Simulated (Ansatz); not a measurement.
# CH6Ge···H2S: what the fields show

Input

```
crystal:
  periodic: [false, false, false]
  atoms:
    - { symbol: Ge, position_ang: [-0.982683, 0.805849, -0.092177] }
    - { symbol: C, position_ang: [-0.46518, -0.838535, 0.856591] }
    - { symbol: H, position_ang: [-0.900292, 0.597511, -1.627287] }
    - { symbol: H, position_ang: [-2.466532, 1.118094, 0.260471] }
    - { symbol: H, position_ang: [-0.122164, 2.018651, 0.322554] }
    - { symbol: H, position_ang: [1.686321, -0.422621, -0.062103] }
    - { symbol: S, position_ang: [2.468349, 0.376244, -0.836903] }
    - { symbol: H, position_ang: [0.102558, -0.612505, 1.779907] }
    - { symbol: H, position_ang: [-1.376761, -1.398334, 1.144948] }
    - { symbol: H, position_ang: [0.138812, -1.520159, 0.224689] }
    - { symbol: H, position_ang: [1.917573, -0.124396, -1.97069] }
basis:
  gaussian: { orbitals: def2-SVP }
hamiltonian:
  xc: pbe
relax:
  f_tol: 0.03
  max_steps: 50
output:
  orbitals: {}
```

Command:

```sh
ansatz run input.yaml --threads 2 --pin off --max-ram 3072MiB --backend cpu --events-out ev --progress --plain --runs-dir out
```

The fields are those of the relaxed geometry.

All numbers below come from RKS PBE/def2-SVP in Ansatz 0.2.0.

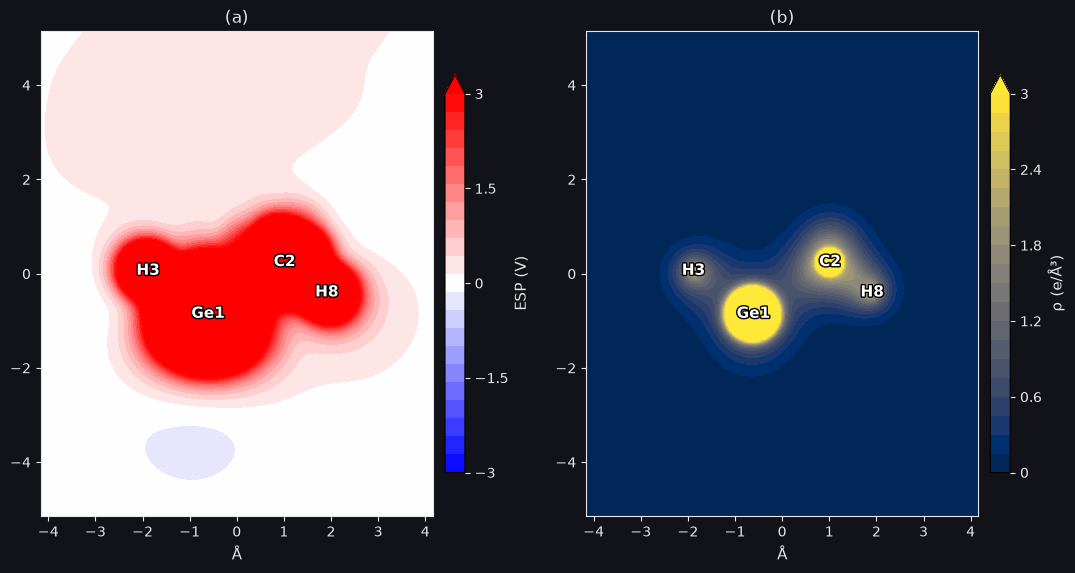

Figure 1. (a) electrostatic potential; (b) electron density on the plane of atoms C2, Ge1 and H3.

Q: Describe what can be read from this map.

A:
- The section cuts through Ge, C and H sites.
- C–Ge (1.97 Å): ρ is about 0.85 e/Å³ halfway.
- C–H (1.11 Å): ρ at the midpoint is about 1.9 e/Å³.
- Ge–H (1.56 Å): the density is about 0.99 e/Å³ at the midpoint.
- The potential has no marked negative region in this plane.

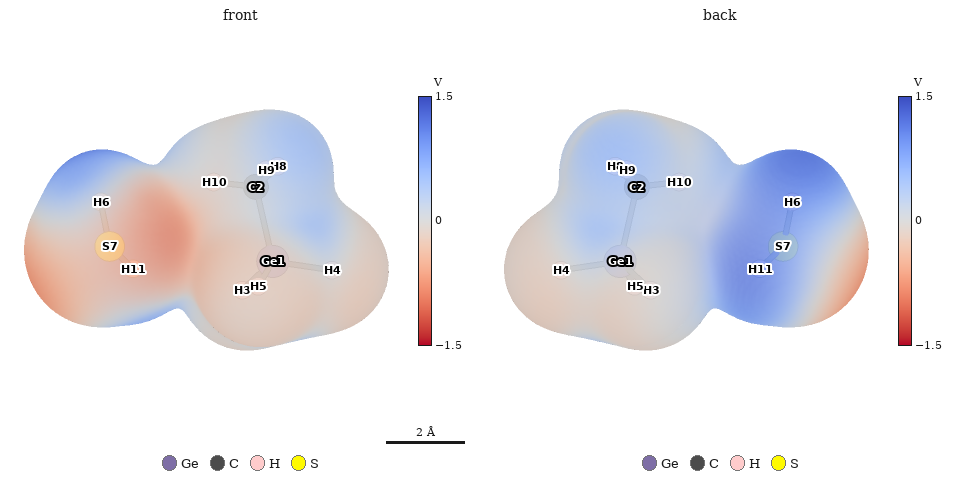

Figure 2. The molecular electrostatic potential painted on the density surface at 0.001 e/bohr³, seen from the front and from behind; red is negative and blue positive.

Q: Describe the electrostatic potential map.

A: The most negative region (about −0.7 V) lies over S7, the most positive (about +1.1 V) over H6.

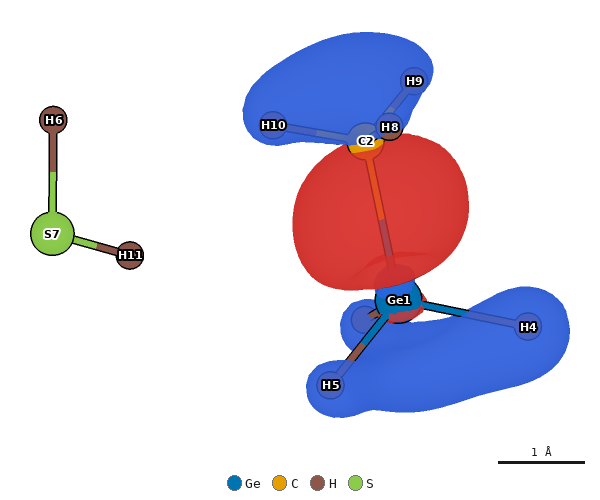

Figure 3. The HOMO−1 at ±0.15 Å⁻³ᐟ² (blue and red are the two phases), seen at a tilt.

Q: Where does this orbital lie, and at what energy?

A: It lies mainly on C2 (about 40 %), Ge1 (about 30 %) and H4 (about 5 %). Its energy is −7.51 eV.
